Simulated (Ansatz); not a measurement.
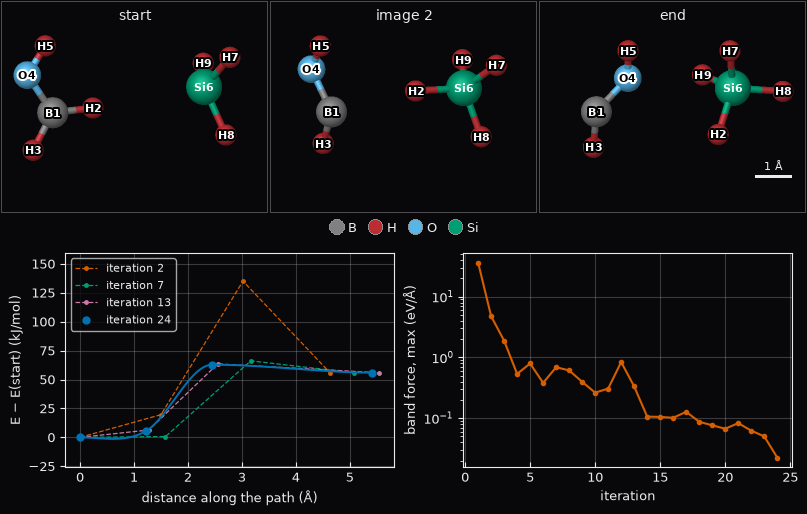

A nudged-elastic-band calculation for BSiH$_{6}$O (multiplicity 2), made up at the start of BH$_{3}$O and SiH3. Images are numbered from 0 (start) to 3 (end). The plot follows the band through its iterations. A ball-and-stick model, seen at a tilt.

All numbers below come from UKS B3LYP-D4/6-31G* (Ansatz).

Input
```yaml
crystal:
  periodic: [false, false, false]
  atoms:
    - { symbol: B, position_ang: [0.025323, -0.09389, -0.642394] }
    - { symbol: H, position_ang: [0.073446, -0.106132, 0.559074] }
    - { symbol: H, position_ang: [0.983122, 0.127452, -1.322126] }
    - { symbol: O, position_ang: [-1.137136, -0.333301, -1.294366] }
    - { symbol: H, position_ang: [-1.872525, -0.50487, -0.686953] }
    - { symbol: Si, position_ang: [-0.013011, 0.02016, 3.974741] }
    - { symbol: H, position_ang: [-0.723788, -1.196286, 4.458391] }
    - { symbol: H, position_ang: [1.42003, -0.012276, 4.375655] }
    - { symbol: H, position_ang: [-0.676861, 1.252444, 4.483677] }
magnetization:
  spin_polarized: true
  initial_magnetization: 1
basis:
  gaussian: { orbitals: "6-31G*" }
hamiltonian:
  xc: b3lyp
  dispersion: d4
neb:
  order_check: false
  images: 2
  f_tol: 0.03
  max_iterations: 60
  climbing: true
  final_atoms:
    - { symbol: B, position_ang: [-0.41931831, -0.10645036, -1.01258882] }
    - { symbol: H, position_ang: [1.2588526, -0.38913337, 2.17806189] }
    - { symbol: H, position_ang: [0.54756926, 0.59103286, -1.15776797] }
    - { symbol: O, position_ang: [-1.04405002, -0.14138577, 0.17702363] }
    - { symbol: H, position_ang: [-1.80730156, -0.7387814, 0.20749421] }
    - { symbol: Si, position_ang: [0.15840526, -0.08661704, 3.12568638] }
    - { symbol: H, position_ang: [-0.91785868, -1.10504703, 3.00037875] }
    - { symbol: H, position_ang: [0.692676, -0.13852536, 4.51452008] }
    - { symbol: H, position_ang: [-0.39037455, 1.26820846, 2.87289086] }
  initial_path:
    images:
      - { positions_ang: [[0.025323, -0.09389, -0.642394], [0.073446, -0.106132, 0.559074], [0.983122, 0.127452, -1.322126], [-1.137136, -0.333301, -1.294366], [-1.872525, -0.50487, -0.686953], [-0.013011, 0.02016, 3.974741], [-0.723788, -1.196286, 4.458391], [1.42003, -0.012276, 4.375655], [-0.676861, 1.252444, 4.483677]] }
      - { positions_ang: [[0.00823934, -0.02823408, -0.21396821], [0.02445045, -0.03512872, 1.14651698], [1.01443534, 0.04691917, -0.83733162], [-1.19339689, -0.10690874, -0.90114666], [-1.77812977, -0.72907387, -0.56127096], [-0.00416064, 0.00352931, 3.45840092], [-0.73652658, -1.17511989, 3.94237378], [1.39005708, -0.05122166, 3.91668245], [-0.64636834, 1.22853946, 3.95544233]] }
      - { positions_ang: [[-0.13997443, -0.03242086, -0.33736649], [0.41958598, -0.12946251, 1.68617961], [0.8692511, 0.20144612, -0.78254561], [-1.16236823, -0.042937, -0.41068346], [-1.75638862, -0.80704433, -0.26312189], [0.05297812, -0.03206303, 3.17538271], [-0.80121681, -1.1447069, 3.45636969], [1.14760575, -0.09330478, 3.96297081], [-0.55087286, 1.23379428, 3.41851362]] }
      - { positions_ang: [[-0.41931831, -0.10645036, -1.01258882], [1.2588526, -0.38913337, 2.17806189], [0.54756926, 0.59103286, -1.15776797], [-1.04405002, -0.14138577, 0.17702363], [-1.80730156, -0.7387814, 0.20749421], [0.15840526, -0.08661704, 3.12568638], [-0.91785868, -1.10504703, 3.00037875], [0.692676, -0.13852536, 4.51452008], [-0.39037455, 1.26820846, 2.87289086]] }
```

Launched with:
```bash
ansatz run input.yaml --threads 1 --pin off --max-ram 2048MiB --backend cpu --events-out ev --progress --plain --runs-dir out
```

Judge this run.

The run is converged, with reservations. The band converged in 24 iterations. The largest component of the band force went from 37 to 0.022 eV/Å. The climbing image converged on the top of the path. Its curvatures weren't checked. So few images resolve the path coarsely. The first iteration put the highest image at 602.5 kJ/mol. The energy climbs by 62.7 kJ/mol to image 2 and then falls by 6.9 kJ/mol, so the end point sits at +55.9 kJ/mol.

Limits of the set-up: the start holds two separate molecules, 3.4 Å apart at their closest, whose relative position is a soft coordinate.
